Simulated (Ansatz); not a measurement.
B13C2: pressure series

The reference is B13C2 (space group R-3m, No. 166; a cell from a computed database, its experimental status unchecked).

B₁₃C₂ has the trigonal space group R-3m, hexagonal axes (No. 166), Pearson symbol hR15. Cell: a = 5.635 Å, b = 5.635 Å, c = 12.057 Å, α = 90.00°, β = 90.00°, γ = 120.00°. B1 on 3b has 2 C at 1.443 Å (linear). B2 on 18h has 1 C at 1.600 Å and 5 B at 1.780–1.810 Å. B3 on 18h is coordinated by 6 B at 1.758–1.810 Å. C on 6c sees 1 B at 1.443 Å and 3 B at 1.600 Å (tetrahedral). (Neighbours: up to the widest gap in distance over summed covalent radii, below 1.35, at either atom.)
(The calculation used a cell of 15 atoms; values per cell refer to that cell.)

Cell and atoms are relaxed at each pressure.

The values are results of DFT with PBEsol, PAW potentials and a 420 eV plane-wave cutoff in Ansatz (an electronic-structure program), without spin-orbit coupling, not measurements.

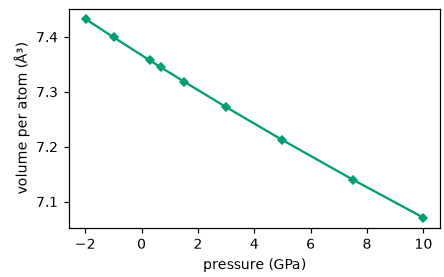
*Volume against pressure*

Estimate the zero-pressure bulk modulus from the plot.

About 230 GPa; a third-order Birch–Murnaghan fit to the points gives V₀ = 7.37 Å³/atom, B₀ = 227 GPa and B₀′ = 3.5.

Load acts through the strain it causes; cell and atoms are relaxed under it. Stability against distortions was not tested. No other phases were tried under pressure. The final runs are not spin-polarised. An odd electron count without spin: B13C2.
